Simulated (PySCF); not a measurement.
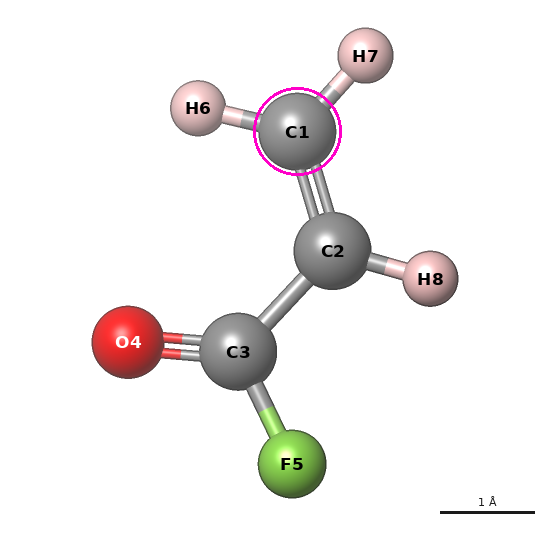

Orthographic view. Depth is shown by fading: the farther an atom, the more it takes the colour of the background. Computed geometry: PBE0-D3(BJ)/def2-SVP optimisation. No frequency run is at hand to confirm it as a minimum.

Name the neighbours of the circled atom.

Answer. The circled atom is C1; it is bonded to C2, H6, H7.

What is the shortest path along bonds from the circled atom to O4?

Answer. C1–C2–C3–O4, 3 bonds; through space the two are 2.89 Å apart.

Which two atoms are farthest apart in space?

Answer. F5 and H7, 4.44 Å.
